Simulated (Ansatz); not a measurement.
# Phonons of Rh-Al-Al-Rh stack of (111) layers, part 2 of 2

Question: is the lattice of Rh-Al-Al-Rh stack of (111) layers stable, and if so, what are its coupling constant and resistivity?

Ansatz 0.2.0; DFT PBEsol, scalar-relativistic, plane waves, PAW; PAW set soft_1.

So far: Set-up; Rough relaxation; Relaxing cell and atoms.

### 4. Tight relaxation

Residual forces and stress shift phonon frequencies, so the cell is relaxed again, with tight thresholds and the mesh and smearing of this input.

Contents of input.yaml:

```yaml
crystal:
  lattice:
    - [2.7898234775, 0.0, 0.0]
    - [-1.3949117388, 2.4160580036, 0.0]
    - [0.0, 0.0, 37.8296148056]
  atoms:
    - { symbol: Rh, position: [0.0, 0.0, 0.1592925403] }
    - { symbol: Al, position: [0.3333333333, 0.6666666667, 0.2076366749] }
    - { symbol: Al, position: [0.6666666667, 0.3333333333, 0.2685725092] }
    - { symbol: Rh, position: [0.0, 0.0, 0.3169166438] }
  periodic: [true, true, false]
kpoints:
  mp_grid: { grid: [12, 12, 1] }
hamiltonian:
  xc: pbesol
  pseudopotentials: { kind: paw, azcp: { folder: soft_1 }, xc_functional: pbe }
scf:
  occupations: { method: methfessel_paxton, width: 0.2 }
output:
  forces: true
  stress: true
  eigenvalues: true
relax:
  adjacent_minimum: "off"
  f_tol: 0.001
  max_steps: 60
  cell: { stress_2d_tol: 0.002 }
```

On the command line:

```console
> ansatz run input.yaml --threads 4 --pin off --max-ram 12288MiB --backend cpu --events-out ev --progress --plain --runs-dir out
```

Numbers of over 12 decimals in the logs are rounded to 6 here.

The log of the run:

```text
[the first part of the log is left out]
  E_aug_tail   = 0.000251  (compensation charges beyond the density's cutoff)
  E_ewald      = 63494.532893
  E_core_change = 0.590679  (= ΣΔE_core)
  E_smearing   = -0.016585  (= −TS)
  E_closure    = 0.000000  (closes the sum)
  Σ components = -13726.765336   (vs F -13726.765336, Δ=0.00e0)
--- Forces (eV/Å), atoms counted from 1 ---
  atom   1  Rh    -0.00000000     0.00000000    -0.00023811
  atom   2  Al     0.00000000    -0.00000000     0.00035575
[...]
-0.000000       0.000000      -0.000000
  P = ½ c Tr σ = -0.0015 N/m
--- Band table (eV; the first three rows and the last of 19) ---
[...]
--- Relaxed structure (4 steps of the walk, 4 accepted, 1 SCFs on fresh bases) ---
[...]
cell:  # Å, volume = 255.0013 Å³
    - [2.789908, 2.8868464042784083e-11, 0]
    - [-1.394954, 2.416131, 0]
    - [0, 0, 37.8296148056]
  atoms:
    - { symbol: Rh, position: [0, 0, 0.159316] }
    - { symbol: Al, position: [0.333333, 0.666667, 0.207667] }
    - { symbol: Al, position: [0.666667, 0.333333, 0.268542] }
    - { symbol: Rh, position: [0, 0, 0.316893] }
```

The job ended after 13 s (4 threads of Arm Neoverse V1, shared host; peak memory 0.59 GiB).

Little changed from the start: no atom moved by 0.005 Å and no cell edge by 0.1 %.

### 5. Lattice stability: q 2×2×1, k 6×6×1

Couplings are defined for a stable lattice alone, so phonons come first.

Contents of input.yaml:

```yaml
crystal:
  lattice:
    - [2.7899082313, 0.0, 0.0]
    - [-1.3949541157, 2.4161314025, 0.0]
    - [0.0, 0.0, 37.8296148056]
  atoms:
    - { symbol: Rh, position: [0.0, 0.0, 0.1593163486] }
    - { symbol: Al, position: [0.3333333333, 0.6666666667, 0.2076674054] }
    - { symbol: Al, position: [0.6666666667, 0.3333333333, 0.2685417787] }
    - { symbol: Rh, position: [0.0, 0.0, 0.3168928355] }
  periodic: [true, true, false]
kpoints:
  mp_grid: { grid: [6, 6, 1] }
hamiltonian:
  xc: pbesol
  pseudopotentials: { kind: paw, azcp: { folder: soft_1 }, xc_functional: pbe }
scf:
  occupations: { method: methfessel_paxton, width: 0.2 }
output:
  eigenvalues: true
phonons:
  method: dfpt
  qmesh: [2, 2, 1]
  temperatures: { t_max: 1000, t_step: 50 }
  qpath:
    path:
      - [0.0, 0.0, 0.0]
      - [0.5, 0.0, 0.0]
      - [0.33333333, 0.33333333, 0.0]
      - [0.0, 0.0, 0.0]
    npoints: 10
```

The log of the run:

```text
Warning: crystal.symmetry: narrowed to the stabiliser of the run's FFT grids — unitary ops 12 → 6. A phonons.method: dfpt run fills in the rows of the dynamical matrix that it does not solve by its symmetry operations, which is exact only for operations that map its FFT grids onto themselves: filled in by any other, the frequencies could depend on the order in which like atoms are typed, or, by more than the grids' own error, on where the crystal sits among the grids' points. Excluded: 6 operations. The run can therefore solve more perturbations, solve them on more k-points, or both, and cost more. [rest of the remark cut]
[...]
Crystal: 4 atoms, lattice volume = 255.001 Å³
Basis set: ecut = 420 eV, 5035 PW (Γ), exchange–correlation on 40×40×512 points (8 copies of the dense FFT grid, shifted against one another)
Bands: 24, of which v1, the nominal top of the filled ones, is band 20 counted from 1 (19 counted from 0)
Symmetry: 12 space group operations
k-points: 7 of 36 (irreducible under 6 space group operations, time reversal used)
[...]
SCF iter   1: F=—  HF=-13729.072617 eV  |F-HF|=—  |Δ(HF+E_count)|=         —  Δρ=5.00e-2  dr2=1.98e1  ethr=3.10e-3  ⟨swp⟩=12.0  Hψ=1345  notcnv=0
[...]
SCF iter  13: F=-13726.643484 eV  HF=-13726.643484 eV  |F-HF|=4.51e-10  |Δ(HF+E_count)|=   1.47e-9  S|Δr|=    0.00e0  Δρ=5.32e-8  dr2=6.33e-12  ethr=1.00e-12  ⟨swp⟩=12.7  Hψ=1613  notcnv=0
SCF 1 converged in 13 iterations: F = -13726.643484 eV  dr2 = 6.33e-12
[...]
phonons: the bands overlap, so this run is a metal and interpolates without the dipole-dipole term. If the crystal is really an insulator or semiconductor, its LO-TO splitting is missing
NSCF: frozen V_eff on 7 k-points
WARN: eigensolver did not converge (k=1): 1 band(s) unlocked after 2 eigensolves, warm-restarted (20 sweeps on the last) at ethr=1.32e-12 eV (storage-precision floor; scheduled 1.00e-12 eV) (lowest unlocked band 23, counted from 0; max residual 9.00e-6 eV among the unlocked bands, 9.00e-6 eV over every band; other slots of this pass that fall short are told together in one closing line; warning suppressed until the next SCF loop or pass starts)
WARN: eigensolver did not converge in 3 slots of this pass, the one above among them; of largest residual over every band (k=3): 1 band(s) unlocked (lowest unlocked band 23, counted from 0; max residual 1.97e-4 eV among the unlocked bands, 1.97e-4 eV over every band); of lowest unlocked band (k=1): band 23
[...]
DFPT response loops at q = (0, 0, 0) (fractional): preconditioner auto → none (partly filled bands, converged f_vac=0.732); β = 0.50; Broyden in place of MSR1
[...]
SCF converged after 13 iterations
Stability not checked: this state was not tested for a lower state beside it, because cold or Methfessel-Paxton smearing, or corrected tetrahedra, fill the levels in a way that the test cannot read (fill_not_monotonic; see scf.lower_state_search)
Free energy (F): -13726.643484 eV
[...]
Internal energy: -13726.598014 eV  (E = F + TS)
E sigma→0 (E₀):  -13726.632117 eV
Entropy (-TS):   -0.045470 eV (-11.367 meV/atom)
Fermi energy:    -4.611583 eV
[...]
--- Band table (eV; the first three rows and the last of 7) ---
  k-point 0: bands = [... 16 lower, -6.7412, -5.3549, -5.1223, -5.1223, -5.1200, -5.1200, -4.4996, -0.8307]
  k-point 1: bands = [... 16 lower, -6.3301, -6.1405, -6.1401, -5.2876, -5.2840, -4.2431, -2.9200, -0.1540]
  k-point 2: bands = [... 16 lower, -5.6811, -5.6743, -5.6679, -4.6275, -4.6273, -3.5751, -2.6680, -0.3498]
  k-point 6: bands = [... 16 lower, -6.7645, -6.7645, -5.3984, -5.3984, -4.4664, -2.3787, -0.9385, -0.9385]
--- Phonons (Γ-DFPT): 8 representative perturbations + reference (Σ response iterations 44) ---
  ASR residual: 3.273e-5 → 0.000e0 eV/Å²; symmetrization residual: 1.096e-5 eV/Å²
  The last average, over the group as it would stand without the narrowing to the FFT grids, took up to 4.470e-6 eV/Å² of the zone centre's force constants
  ASR residual per site (eV/Å²): 2.99e-5 2.16e-5 1.74e-5 3.27e-5
  Γ frequencies (cm⁻¹): 0.00 0.00 0.00 46.65 46.65 119.92 178.95 178.95 199.34 199.34 335.47 337.32
--- Phonons (arbitrary-q DFPT): 2 irreducible q on the 2×2×1 mesh ---
  q = [0.0000, 0.0000, 0.0000] (star 1, of the zone-centre solve; hermiticity 2.28e-6, symmetrization 1.03e-11, taken by the last average 4.65e-7): -0.00 0.00 0.00 46.65 46.65 119.92 178.95 178.95 199.34 199.34 335.47 337.32
  q = [0.0000, -0.5000, 0.0000] (star 3, 12 solved perturbations on 13 of 36 k-point pairs; hermiticity 8.80e-6, symmetrization 1.47e-5, taken by the last average 3.15e-7): -50.80 28.61 122.72 134.19 154.95 159.65 242.48 252.37 323.83 344.15 384.63 393.88
  sum rule: each row above includes the acoustic sum rule's correction from the zone centre's row sums; it moved no ω² by more than (0.47 cm⁻¹)²
  mesh force constants: q→R imaginary residual 2.34e-17; ASR residual 3.273e-5 → 0.000e0 eV/Å²; symmetrization residual 7.105e-15 eV/Å²
  interpolated dispersion: 31 rows × 12 modes
  density of states and harmonic sums: on the 26×26×1 q-mesh, interpolated from the force constants of a 2×2×1 supercell (no non-analytic term)
  largest difference from the sums on the solved wave vectors: F 1.51e-1 eV, S 2.26e-4 and C_V 7.50e-5 eV/K
  zero-point energy: 0.148132 eV/cell   skipped modes (ω ≤ 0): 46, of them read as no rigid motion or as one in doubt: 43 (6.257e-1 modes/cell left out, lowest -50.80 cm⁻¹)   left out of the sums: 5.25e-2 of the cell's modes: C_V's classical limit lies that fraction below 3 k_B per atom; for a crystal, a wire or a layer, F and S can be off by more, and a phonons.interpolated_qmesh denser along its periods is the remedy for the sampling
```

It took 72 s on 4 threads; peak memory 0.89 GiB; 4.5 min of CPU time.

Numbers from this step:

```yaml
share_of_imaginary_modes: 0.0499
highest_frequency_on_the_path_or_at_a_solved_wavevector: 393.9 cm⁻¹
```

Solved on the 2×2×1 mesh alone; all other wavevectors are interpolated. Phonon branches along the path, in cm⁻¹:

```tsv
point	branch 1	branch 2	branch 3	branch 4	branch 9	branch 10	branch 11	branch 12
Γ	0	0	0	47	199	199	336	337
M	-51	29	123	134	324	344	385	394
K	91	91	112	112	336	343	343	348
Γ	0	0	0	47	199	199	336	337
```

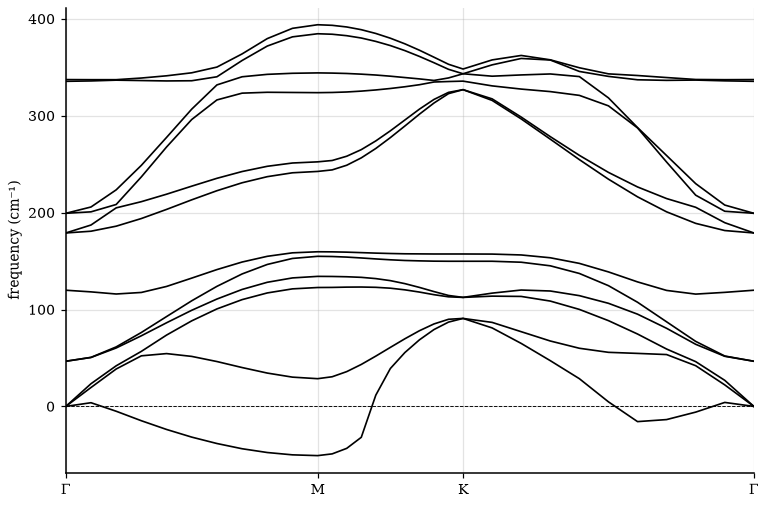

Phonon branches along the path.

Lowest modes at the softest wavevector of the mesh. Modes at q = (0.500, 0.000, 0.000), with each element's share of the kinetic energy (negative means imaginary):

```tsv
mode	frequency (cm⁻¹)	Rh %	Al %
1	-50.8	93	7
2	28.6	94	6
3	122.7	86	14
4	134.2	88	12
5	154.9	94	6
6	159.6	95	5
```

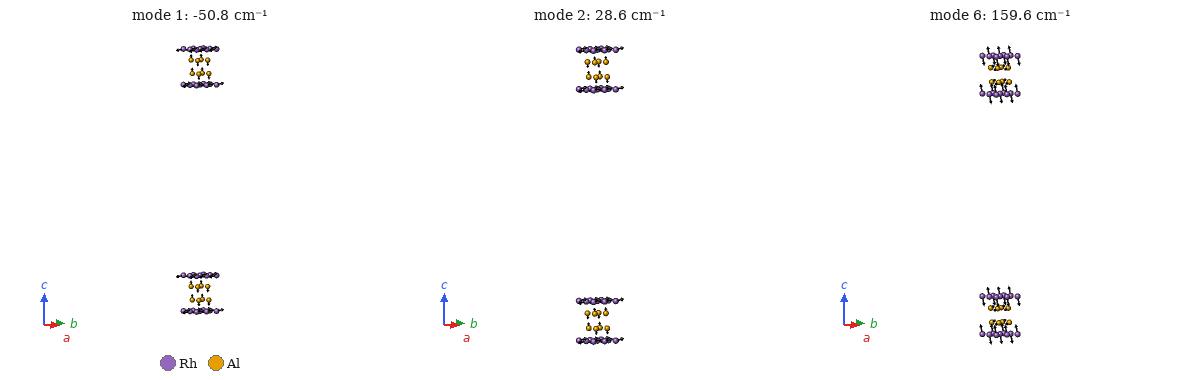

Displacement patterns of modes 1, 2 and 6 at q = (0.500, 0.000, 0.000); arrows are exaggerated. 2×2×2 cells are drawn. Some periodic images of atoms are drawn too.

Among the solved wavevectors the lowest mode, translations apart, is -50.8 cm⁻¹, imaginary.

### 6. Phonons: q 3×3×1, k 9×9×1

An imaginary mode on so few k-points may come from the sampling, so the phonons are repeated with another q and k mesh.

input.yaml, as its differences from that of step 5:

```diff
@@ -12,3 +12,3 @@
 kpoints:
-  mp_grid: { grid: [6, 6, 1] }
+  mp_grid: { grid: [9, 9, 1] }
 hamiltonian:
@@ -22,3 +22,3 @@
   method: dfpt
-  qmesh: [2, 2, 1]
+  qmesh: [3, 3, 1]
   temperatures: { t_max: 1000, t_step: 50 }
```

The log of the run:

```text
[...]
Crystal: 4 atoms, lattice volume = 255.001 Å³
Basis set: ecut = 420 eV, 5035 PW (Γ), exchange–correlation on 40×40×512 points (8 copies of the dense FFT grid, shifted against one another)
Bands: 24, of which v1, the nominal top of the filled ones, is band 20 counted from 1 (19 counted from 0)
Symmetry: 12 space group operations
k-points: 12 of 81 (irreducible under 6 space group operations, time reversal used)
[...]
SCF iter   1: F=—  HF=-13729.114593 eV  |F-HF|=—  |Δ(HF+E_count)|=         —  Δρ=5.00e-2  dr2=1.94e1  ethr=3.10e-3  ⟨swp⟩=13.2  Hψ=2385  notcnv=0
[...]
SCF iter  13: F=-13726.735930 eV  HF=-13726.735930 eV  |F-HF|=8.91e-11  |Δ(HF+E_count)|=  2.91e-10  S|Δr|=    0.00e0  Δρ=2.98e-8  dr2=4.20e-12  ethr=1.00e-12  ⟨swp⟩=8.1  Hψ=1887  notcnv=0
SCF 1 converged in 13 iterations: F = -13726.735930 eV  dr2 = 4.20e-12
[...]
SCF converged after 13 iterations
[...]
Free energy (F): -13726.735930 eV
[...]
Internal energy: -13726.716120 eV  (E = F + TS)
E sigma→0 (E₀):  -13726.730977 eV
Entropy (-TS):   -0.019810 eV (-4.953 meV/atom)
Fermi energy:    -4.692516 eV
[...]
--- Band table (eV; the first three rows and the last of 12) ---
  k-point 0: bands = [... 16 lower, -6.8096, -5.3912, -5.1831, -5.1831, -5.1807, -5.1807, -4.5374, -0.8930]
  k-point 1: bands = [... 16 lower, -6.5335, -6.0203, -5.9783, -5.2636, -5.2606, -4.6356, -3.5951, -0.5630]
  k-point 2: bands = [... 16 lower, -6.6131, -5.8183, -5.8168, -5.4164, -5.4128, -3.9173, -2.3664, -0.0813]
  k-point 11: bands = [... 16 lower, -6.8249, -6.8249, -5.5235, -5.5235, -4.5543, -2.4581, -1.0307, -1.0307]
[...]
ASR residual: 4.317e-5 → 0.000e0 eV/Å²; symmetrization residual: 1.441e-5 eV/Å²
[...]
ASR residual per site (eV/Å²): 3.11e-5 1.33e-5 1.10e-5 4.32e-5
[...]
--- Phonons (arbitrary-q DFPT): 3 irreducible q on the 3×3×1 mesh ---
[...]
q = [0.3333, 0.3333, 0.0000] (star 2, 8 solved perturbations in 256 linear systems a pass and spin channel, the states on 45 of 81 k-point pairs; hermiticity 9.58e-7, symmetrization 9.93e-8, taken by the last average 4.73e-7): -80.44 -80.44 -51.08 -51.08 163.42 166.87 319.74 319.74 341.79 347.08 347.08 355.83
[...]
interpolated dispersion: 31 rows × 12 modes
[...]
```

The job ended after 3.8 min (4 threads; peak memory 1.2 GiB).

This step gave:

| Property | Result |
| --- | --- |
| share of imaginary modes | 0.0242 |
| highest frequency on the path or at a solved wavevector | 407.9 cm⁻¹ |

Solved on the 3×3×1 mesh alone; all other wavevectors are interpolated. Phonon branches along the path, in cm⁻¹:

```tsv
point	branch 1	branch 2	branch 3	branch 4	branch 9	branch 10	branch 11	branch 12
Γ	0	0	0	44	199	199	340	408
M	88	90	105	114	329	342	385	387
K	-80	-80	-51	-51	342	347	347	356
Γ	0	0	0	44	199	199	340	408
```

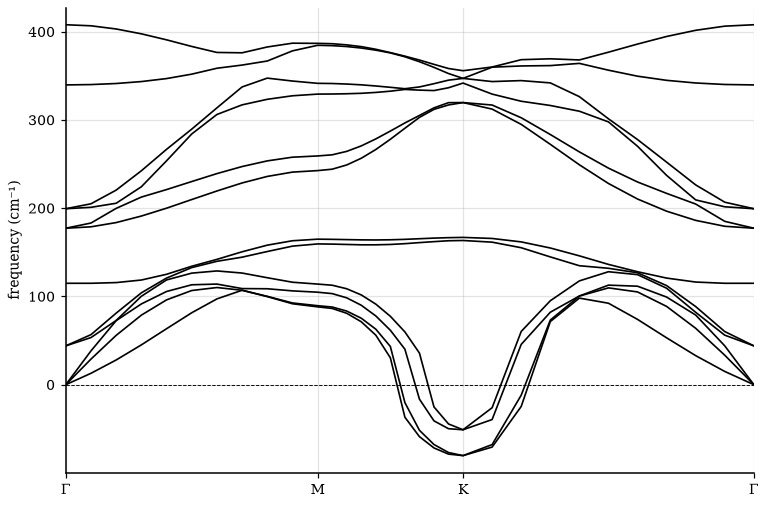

Phonon branches along the path.

Lowest modes at the softest wavevector of the mesh. The modes at q = (0.333, 0.333, 0.000) (shares of kinetic energy by element, %) (negative means imaginary):

```tsv
mode	frequency (cm⁻¹)	Rh %	Al %
1	-80.4	98	2
2	-80.4	98	2
3	-51.1	95	5
4	-51.1	95	5
5	163.4	92	8
6	166.9	93	7
```

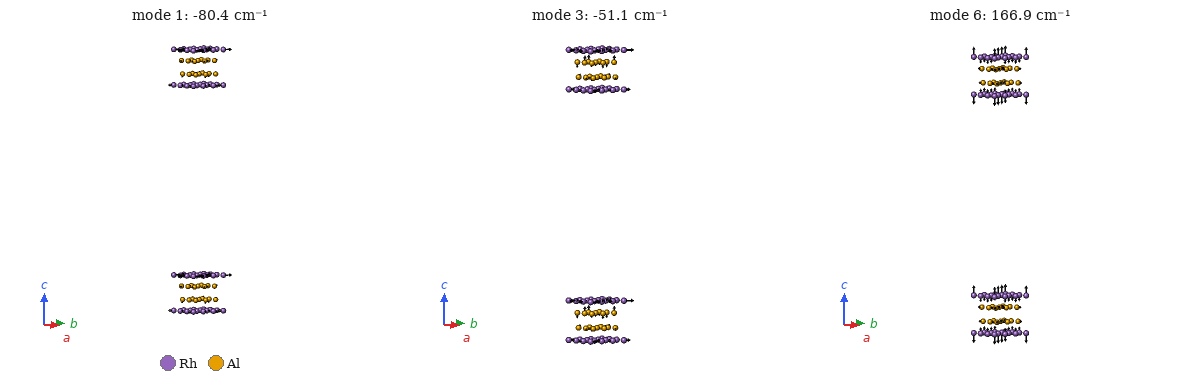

Displacement patterns of modes 1, 3 and 6 at q = (0.333, 0.333, 0.000); arrows are exaggerated. 3×3×2 cells are drawn. Some periodic images of atoms are drawn too.

The modes has structure finer than the step of the table below, so its rows give means over 50 cm⁻¹, whole bins alone (the curve runs from -90.4 to 430 cm⁻¹). Peaks (cm⁻¹: height): Al 106.0: 0.00923, 256.6: 0.0295, 322.1: 0.0344, 345.0: 0.0539, 374.5: 0.0491; Rh 109.3: 0.0761, 158.4: 0.0545.

Phonopy on the run's constants, 21x21x1 mesh, Gaussian sigma 3.7 cm⁻¹. Modes against wavenumber; means over each step; values in 1/cm⁻¹/cell:

```tsv
wavenumber (cm⁻¹)	Al	Rh
-50	1.3e-4	0.00423
0	2.6e-4	0.00300
50	0.00176	0.0151
100	0.00590	0.0518
150	0.00249	0.0349
200	0.0105	0.00195
250	0.0241	0.00195
300	0.0226	0.00142
350	0.0382	0.00394
400	0.0140	0.00121
```

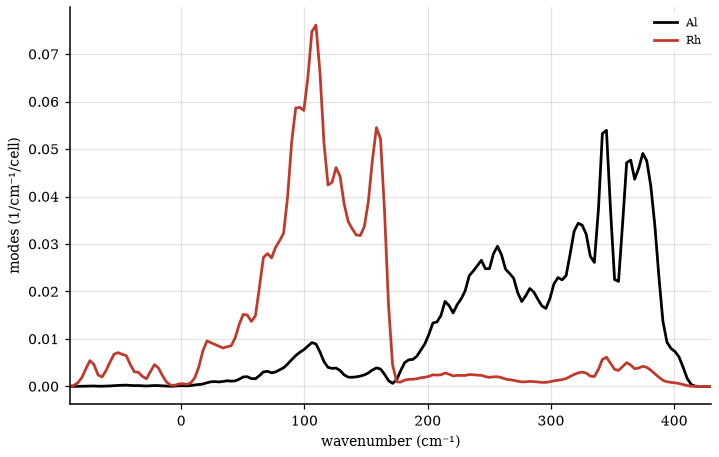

Modes, plotted against wavenumber.

No LO-TO term; unit eigenvectors of the mass-weighted matrix. Modes at Γ, with each element's share of the kinetic energy:

```tsv
mode	frequency (cm⁻¹)	symmetry	Rh %	Al %
1	0.0	unnamed	79	21
2	0.0	unnamed	79	21
3	0.0	unnamed	79	21
4	44.0	Eg	88	12
5	44.0	Eg	88	12
6	114.9	A1g	92	8
7	177.3	Eu	21	79
8	177.3	Eu	21	79
9	199.4	Eg	12	88
10	199.4	Eg	12	88
11	339.7	A2u	21	79
12	407.9	A1g	8	92
```

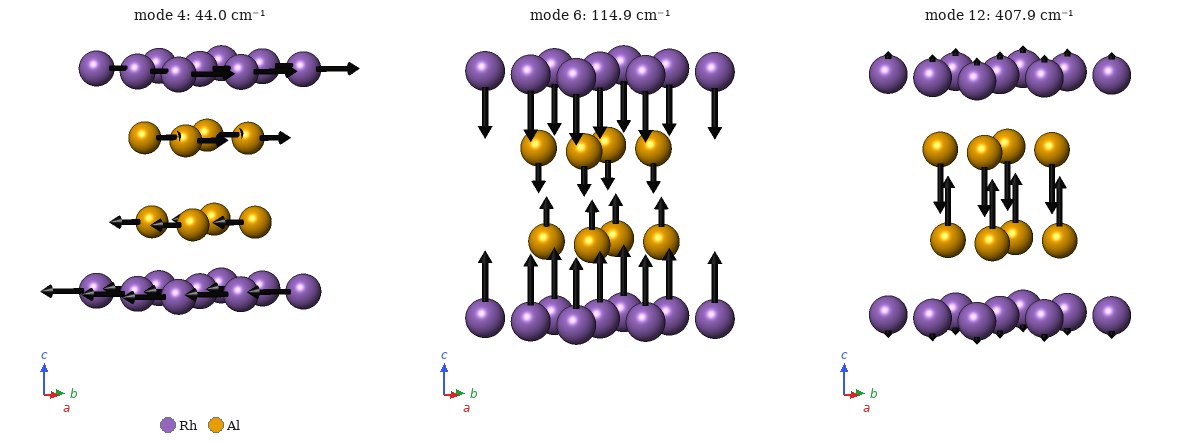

Displacement patterns of modes 4, 6 and 12 at Γ; arrows are exaggerated. 2×2×1 cells are drawn. Some periodic images of atoms are drawn too.

Among the solved wavevectors the lowest mode, translations apart, is -80.4 cm⁻¹, imaginary.

### 7. Outcome

- phonon run of the rows without a label of their own: PBEsol, q 3×3×1, k 9×9×1
- softest mode on the q mesh: -80.4 cm⁻¹ at q = (0.333, 0.333, 0)
- highest frequency, solved or plainly interpolated: 408 cm⁻¹

**Reading.** The lattice is dynamically unstable at this level: a mode at q = (0.333, 0.333, 0) is imaginary, 80.4i cm⁻¹, so no harmonic coupling constant or resistivity is defined for this structure. These meshes are coarse, and single modes of a metal can move by tens of cm⁻¹ with the k mesh. The coarser mesh found an imaginary mode at another wavevector, which this mesh lacks. The PAW files were made for PBE; under other functionals the run regenerates their frozen core. The structure was built by hand as an ordered model, and its stability against other phases was not tested.

[Logs are printed without paths, hosts, clocks, repeated set-up lines and the standing remarks that a program may print on its own settings, such as how far it seeks lower states.]

[Hosts, paths, dates, database ids (printed as entryN), source tags and the programs' standing remarks are cut or masked in the printed files.]
